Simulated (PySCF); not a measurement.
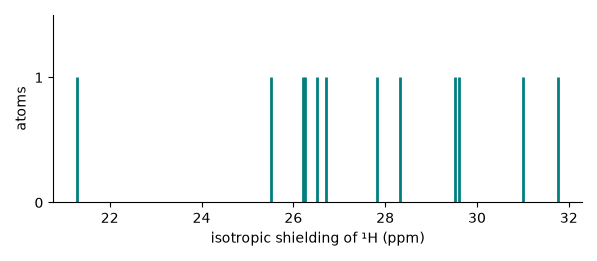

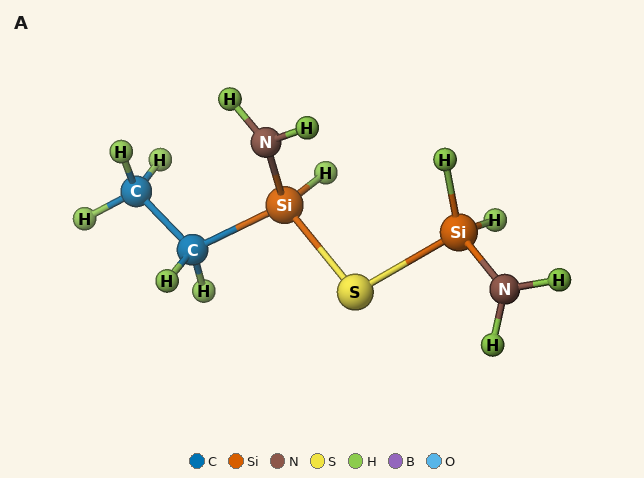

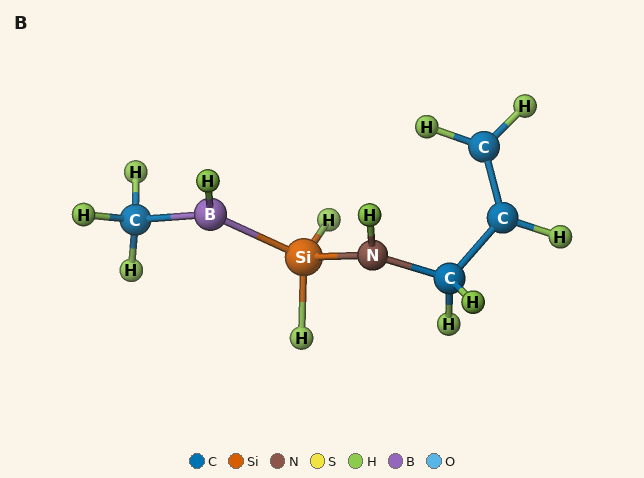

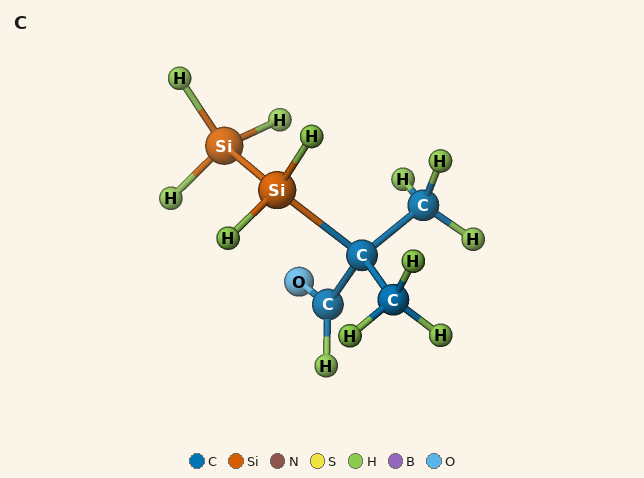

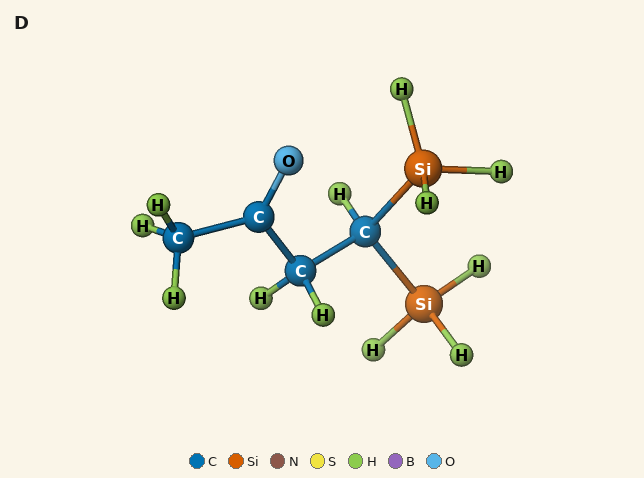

The sticks are computed shieldings of one of the molecules, for one fixed geometry (GFN2-xTB) without averaging over rotations. Low shielding means a high chemical shift. Method: GIAO PBE0/pcSseg-1 NMR shielding, non-relativistic, gas phase (PySCF 2.14.0).

Question: Which molecule gives this pattern?

Answer: B, `C=CCN[SiH2]BC`. Its 12 H atoms give lines at 21.29, 25.52, 26.20, 26.24, 26.52, 26.70, 27.83, 28.33, 29.52, 29.60, 31.00, 31.76 ppm.

The geometry is semi-empirical. Around B, Si such bond lengths and angles can be off by a tenth of an ångström or more and by several degrees, and values that hang on the shape move with them.
